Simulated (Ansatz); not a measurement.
**A computed series for Re: response to strain**

Take Re in the hcp (Mg type) structure (space group P6_3/mmc, No. 194; a = 2.776 Å, c = 4.481 Å; relaxed with 0.1 eV smearing) as the base.

Strains are applied to the cell and any free atomic positions relax.

Level of theory: PBE, PAW, 420 eV (Ansatz, a program for electronic structure; no SOC).

Notes on the quantities. pressure: mean of the normal stresses, compression positive.

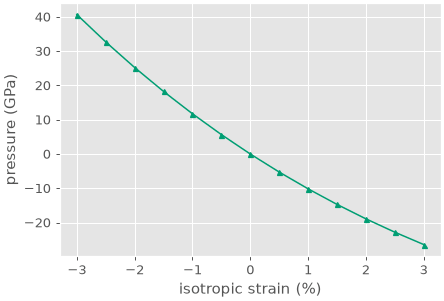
Figure. Pressure against isotropic strain

From the plot, what is the pressure for isotropic strain +3.00 %?

About -26 GPa.

Is the trend monotonic over the range shown?

Yes, it falls throughout, spanning -26.4 GPa to 40.7 GPa.

Stability against distortions was not tested. All final runs are without spin polarisation.
